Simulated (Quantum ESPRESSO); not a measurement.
## Tl3Si (Pm-3m): zone-centre phonons

Aim: the zone-centre modes of Tl3Si (Pm-3m).

Calculated with Quantum ESPRESSO 7.5; DFT LDA, scalar-relativistic, plane waves, PseudoDojo norm-conserving pseudopotentials.

The structure was built from a prototype and need not be the compound's stable phase.

### 1. The structure

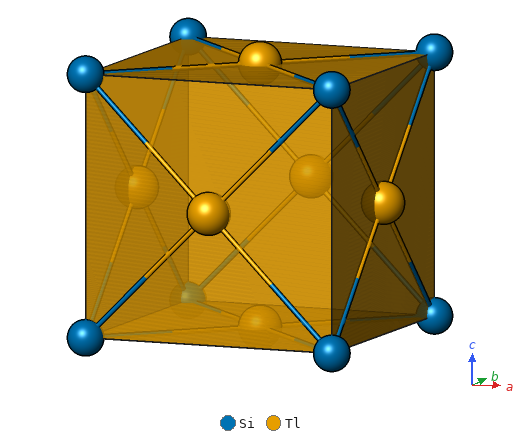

The cell as given, slightly off an axis (silicon blue, thallium orange). Some periodic images of atoms are drawn too.

### 2. A probe with smearing

A cheap run with smearing and empty bands tells whether the crystal has a gap, which decides between fixed occupations and smearing later on.

The input, probe.in:

```
 &control
    calculation='scf',
    prefix='x',
    outdir='./tmp',
    pseudo_dir='./pseudo',
    tprnfor=.true.,
    tstress=.true.,
    verbosity='high',
 /
 &system
    ibrav=1,
    celldm(1)=8.71009052,
    nat=4,
    ntyp=2,
    ecutwfc=62.0,
    occupations='smearing',
    smearing='gaussian',
    degauss=0.01,
 /
 &electrons
    conv_thr=1.0d-07,
    mixing_beta=0.7,
    electron_maxstep=100,
 /
ATOMIC_SPECIES
 Si     28.0850  Si.upf
 Tl    204.3800  Tl.upf
ATOMIC_POSITIONS crystal
 Si     0.000000000   0.000000000   0.000000000
 Tl     0.000000000   0.500000000   0.500000000
 Tl     0.500000000   0.000000000   0.500000000
 Tl     0.500000000   0.500000000   0.000000000
K_POINTS automatic
 4 4 4 0 0 0
```

Launch:

```sh
$ OMP_NUM_THREADS=1 mpirun -n 4 pw.x -nk 4 -in probe.in > probe.out
```

The program printed:

```text
[banners, grids, parts of the stress and lines that vanish by symmetry left out]
Program PWSCF v.7.5
     bravais-lattice index     =            1
     lattice parameter (alat)  =       8.7101  a.u.
[...]
kinetic-energy cutoff     =      62.0000  Ry
     charge density cutoff     =     248.0000  Ry
     scf convergence threshold =      1.0E-07
[...]
Exchange-correlation= SLA  PW   NOGX NOGC
                           (   1   4   0   0   0   0   0)
[...]
48 Sym. Ops., with inversion, found
[...]
(     0          1          0      )
                  (     0          0          1      )
[...]
(  0.0000000  1.0000000  0.0000000 )
                  (  0.0000000  0.0000000  1.0000000 )
[...]
(     0         -1          0      )
                  (     0          0          1      )
[...]
(     1          0          0      )
[...]
( -1.0000000  0.0000000  0.0000000 )
                  (  0.0000000  1.0000000  0.0000000 )
[...]
number of k points=    10  Gaussian smearing, width (Ry)=  0.0100
[...]
End of self-consistent calculation
[...]
the Fermi energy is    10.7772 ev
!    total energy              =    -372.46959185 Ry
[...]
convergence has been achieved in   7 iterations
[...]
atom    1 type  1   force =     0.00000000    0.00000000    0.00000000
     atom    2 type  2   force =     0.00000000    0.00000000    0.00000000
     atom    3 type  2   force =     0.00000000    0.00000000    0.00000000
     atom    4 type  2   force =     0.00000000    0.00000000    0.00000000
[...]
Total force =     0.000000     Total SCF correction =     0.000000
[...]
total   stress  (Ry/bohr**3)                   (kbar)     P=       -4.78
[...]
XML data file, charge density, pseudopotentials, collected wavefunctions

   JOB DONE.
```

It took 6.2 s on 4 MPI ranks of Arm Neoverse V2, shared host.

Numbers from this step:

| Quantity | Value |
| --- | --- |
| volume per atom | 24.48 Å³ |
| pressure | -0.4780 GPa |
| gap on the k-mesh | 0 eV |

No gap opens on this mesh, so smearing is kept; the start stands at -0.48 GPa.

### 3. Relaxation

The relaxation runs at a cutoff a fifth above that of the response, since stress converges more slowly with the basis than frequencies do. Forces and stress are brought to rest with tight thresholds.

The input, relax.in:

```
 &control
    calculation='vc-relax',
    prefix='x',
    outdir='./tmp',
    pseudo_dir='./pseudo',
    tprnfor=.true.,
    tstress=.true.,
    forc_conv_thr=2.0d-05,
    etot_conv_thr=1.0d-07,
    nstep=40,
 /
 &system
    ibrav=1,
    celldm(1)=8.71009052,
    nat=4,
    ntyp=2,
    ecutwfc=74,
    occupations='smearing',
    smearing='mv',
    degauss=0.02,
 /
 &electrons
    conv_thr=1.0d-11,
    mixing_beta=0.7,
    electron_maxstep=100,
 /
 &ions
 /
 &cell
    press_conv_thr=0.2,
 /
ATOMIC_SPECIES
 Si     28.0850  Si.upf
 Tl    204.3800  Tl.upf
ATOMIC_POSITIONS crystal
 Si     0.000000000   0.000000000   0.000000000
 Tl     0.000000000   0.500000000   0.500000000
 Tl     0.500000000   0.000000000   0.500000000
 Tl     0.500000000   0.500000000   0.000000000
K_POINTS automatic
 8 8 8 0 0 0
```

Launch:

```sh
$ OMP_NUM_THREADS=1 mpirun -n 4 pw.x -nk 4 -in relax.in > relax.out
```

The program printed:

```text
[banners, grids, parts of the stress and lines that vanish by symmetry left out]
[banner, memory and clock lines left out]
Program PWSCF v.7.5

[...]
kinetic-energy cutoff     =      74.0000  Ry
     charge density cutoff     =     296.0000  Ry
     scf convergence threshold =      1.0E-11
[...]
energy convergence thresh.=      1.0E-07
     force convergence thresh. =      2.0E-05
     press convergence thresh. =      2.0E-01
     Exchange-correlation= SLA  PW   NOGX NOGC
                           (   1   4   0   0   0   0   0)
[...]
48 Sym. Ops., with inversion, found
[...]
number of k points=    35  Marzari-Vanderbilt smearing, width (Ry)=  0.0200
[...]
End of self-consistent calculation
[...]
the Fermi energy is    10.7667 ev
!    total energy              =    -372.48317442 Ry
[...]
convergence has been achieved in  10 iterations
[...]
atom    1 type  1   force =     0.00000000    0.00000000    0.00000000
     atom    2 type  2   force =     0.00000000    0.00000000    0.00000000
     atom    3 type  2   force =     0.00000000    0.00000000    0.00000000
     atom    4 type  2   force =     0.00000000    0.00000000    0.00000000
     Total force =     0.000000     Total SCF correction =     0.000000
[...]
total   stress  (Ry/bohr**3)                   (kbar)     P=       -0.62
[...]
number of bfgs steps    =   0
[...]
CELL_PARAMETERS (alat=  8.71009052)
[...]
ATOMIC_POSITIONS (crystal)
Si               0.0000000000        0.0000000000        0.0000000000
Tl               0.0000000000        0.5000000000        0.5000000000
Tl               0.5000000000        0.0000000000        0.5000000000
Tl               0.5000000000        0.5000000000        0.0000000000
[...]
New effective cutoffs (rho, wfc):  295.63   74.01
[...]
End of self-consistent calculation
[...]
the Fermi energy is    10.7716 ev
!    total energy              =    -372.48317519 Ry
[...]
convergence has been achieved in   4 iterations
[...]
atom    1 type  1   force =     0.00000000    0.00000000    0.00000000
     atom    2 type  2   force =     0.00000000    0.00000000    0.00000000
     atom    3 type  2   force =     0.00000000    0.00000000    0.00000000
     atom    4 type  2   force =     0.00000000    0.00000000    0.00000000
     Total force =     0.000000     Total SCF correction =     0.000000
[...]
total   stress  (Ry/bohr**3)                   (kbar)     P=       -0.46
[...]
number of bfgs steps    =   1
[...]
CELL_PARAMETERS (alat=  8.71009052)
[...]
ATOMIC_POSITIONS (crystal)
[...]
New effective cutoffs (rho, wfc):  295.73   74.04
[...]
End of self-consistent calculation
[...]
the Fermi energy is    10.7791 ev
!    total energy              =    -372.48317590 Ry
[...]
convergence has been achieved in   5 iterations
[...]
atom    1 type  1   force =     0.00000000    0.00000000    0.00000000
     atom    2 type  2   force =     0.00000000    0.00000000    0.00000000
     atom    3 type  2   force =     0.00000000    0.00000000    0.00000000
     atom    4 type  2   force =     0.00000000    0.00000000    0.00000000
     Total force =     0.000000     Total SCF correction =     0.000000
[...]
total   stress  (Ry/bohr**3)                   (kbar)     P=       -0.21
[...]
number of bfgs steps    =   2
[...]
CELL_PARAMETERS (alat=  8.71009052)
[...]
ATOMIC_POSITIONS (crystal)
[...]
New effective cutoffs (rho, wfc):  295.81   74.06
[...]
End of self-consistent calculation
[...]
the Fermi energy is    10.7853 ev
!    total energy              =    -372.48317609 Ry
[...]
convergence has been achieved in   5 iterations
[...]
atom    1 type  1   force =     0.00000000    0.00000000    0.00000000
     atom    2 type  2   force =     0.00000000    0.00000000    0.00000000
     atom    3 type  2   force =     0.00000000    0.00000000    0.00000000
     atom    4 type  2   force =     0.00000000    0.00000000    0.00000000
     Total force =     0.000000     Total SCF correction =     0.000000
[...]
total   stress  (Ry/bohr**3)                   (kbar)     P=       -0.00
[...]
number of bfgs steps    =   3
[...]
small trust_radius: resetting bfgs history
[...]
CELL_PARAMETERS (alat=  8.71009052)
[...]
ATOMIC_POSITIONS (crystal)
[...]
New effective cutoffs (rho, wfc):  295.81   74.06
[...]
End of self-consistent calculation
[...]
the Fermi energy is    10.7854 ev
!    total energy              =    -372.48317609 Ry
[...]
convergence has been achieved in   1 iterations
[...]
atom    1 type  1   force =     0.00000000    0.00000000    0.00000000
     atom    2 type  2   force =     0.00000000    0.00000000    0.00000000
     atom    3 type  2   force =     0.00000000    0.00000000    0.00000000
     atom    4 type  2   force =     0.00000000    0.00000000    0.00000000
     Total force =     0.000000     Total SCF correction =     0.000000
[...]
total   stress  (Ry/bohr**3)                   (kbar)     P=       -0.00
[...]
bfgs converged in   5 scf cycles and   4 bfgs steps
[...]
End of BFGS Geometry Optimization
     Final enthalpy           =    -372.4831760883 Ry
     File ./tmp/x.bfgs deleted, as requested
[...]
CELL_PARAMETERS (alat=  8.71009052)
[...]
ATOMIC_POSITIONS (crystal)
[...]
Tl               0.5000000000        0.0000000000        0.5000000000
Tl               0.5000000000        0.5000000000        0.0000000000
[...]
Final scf calculation at the relaxed structure.
[...]
kinetic-energy cutoff     =      74.0000  Ry
     charge density cutoff     =     296.0000  Ry
     scf convergence threshold =      1.0E-13
[...]
press convergence thresh. =      2.0E-01
     Exchange-correlation= SLA  PW   NOGX NOGC
                           (   1   4   0   0   0   0   0)
[...]
48 Sym. Ops., with inversion, found
[...]
number of k points=    35  Marzari-Vanderbilt smearing, width (Ry)=  0.0200
[...]
c_bands:  1 eigenvalues not converged
[...]
End of self-consistent calculation
[...]
the Fermi energy is    10.7854 ev
!    total energy              =    -372.48317606 Ry
[...]
convergence has been achieved in  11 iterations
[...]
atom    1 type  1   force =     0.00000000    0.00000000    0.00000000
     atom    2 type  2   force =     0.00000000    0.00000000    0.00000000
     atom    3 type  2   force =     0.00000000    0.00000000    0.00000000
     atom    4 type  2   force =     0.00000000    0.00000000    0.00000000
     Total force =     0.000000     Total SCF correction =     0.000000
[...]
total   stress  (Ry/bohr**3)                   (kbar)     P=       -0.00
[...]
XML data file, charge density, pseudopotentials, collected wavefunctions
```

Run time: 88 s. Hardware: 4 MPI ranks.

Little changed from the start: no atom moved by 0.005 Å and no cell edge by 0.1 %.

The last row of the table of steps is pw.x's closing run on a basis chosen anew for the final cell, so its energy can jump.

Read from the output:

```
volume per atom : 24.45 Å³
pressure        : 0 GPa
```

### 4. Ground state

Perturbation theory inherits every error of the wavefunctions, so the threshold is set near the limit of the arithmetic. Smearing stays on, as the first look found no gap above 0.3 eV.

The input, scf.in:

```
 &control
    calculation='scf',
    prefix='x',
    outdir='./tmp',
    pseudo_dir='./pseudo',
    tprnfor=.true.,
    tstress=.true.,
 /
 &system
    ibrav=1,
    celldm(1)=8.70661992,
    nat=4,
    ntyp=2,
    ecutwfc=62.0,
    occupations='smearing',
    smearing='mv',
    degauss=0.02,
 /
 &electrons
    conv_thr=1.0d-12,
    mixing_beta=0.7,
    electron_maxstep=100,
 /
ATOMIC_SPECIES
 Si     28.0850  Si.upf
 Tl    204.3800  Tl.upf
ATOMIC_POSITIONS crystal
 Si     0.000000000   0.000000000   0.000000000
 Tl     0.000000000   0.500000000   0.500000000
 Tl     0.500000000   0.000000000   0.500000000
 Tl     0.500000000   0.500000000   0.000000000
K_POINTS automatic
 8 8 8 0 0 0
```

Launch:

```sh
$ OMP_NUM_THREADS=1 mpirun -n 4 pw.x -nk 4 -in scf.in > scf.out
```

The program printed:

```text
[banners, grids, parts of the stress and lines that vanish by symmetry left out]
[banner, memory and clock lines left out]
Program PWSCF v.7.5

[...]
kinetic-energy cutoff     =      62.0000  Ry
     charge density cutoff     =     248.0000  Ry
     scf convergence threshold =      1.0E-12
[...]
Exchange-correlation= SLA  PW   NOGX NOGC
                           (   1   4   0   0   0   0   0)
[...]
48 Sym. Ops., with inversion, found
[...]
number of k points=    35  Marzari-Vanderbilt smearing, width (Ry)=  0.0200
[...]
End of self-consistent calculation
[...]
the Fermi energy is    10.7854 ev
!    total energy              =    -372.48306886 Ry
[...]
convergence has been achieved in  10 iterations
[...]
atom    1 type  1   force =     0.00000000    0.00000000    0.00000000
     atom    2 type  2   force =     0.00000000    0.00000000    0.00000000
     atom    3 type  2   force =     0.00000000    0.00000000    0.00000000
     atom    4 type  2   force =     0.00000000    0.00000000    0.00000000
     Total force =     0.000000     Total SCF correction =     0.000000
[...]
total   stress  (Ry/bohr**3)                   (kbar)     P=       -0.26
[...]
XML data file, charge density, pseudopotentials, collected wavefunctions
```

Run time: 21 s. Hardware: 4 MPI ranks; 84 s of CPU time.

This step gave:

```yaml
pressure: -0.02600 GPa
```

The cell stands at -0.026 GPa, close enough for phonons.

(Part 1 of 2 ends here.)

[Host names and launcher messages were left out of these logs when they were recorded.]

[Logs are printed without paths, hosts, clocks, repeated set-up lines and the standing remarks that a program may print on its own settings, such as how far it seeks lower states.]

[Hosts, paths, dates, database ids (printed as entryN), source tags and the programs' standing remarks are cut or masked in the printed files.]
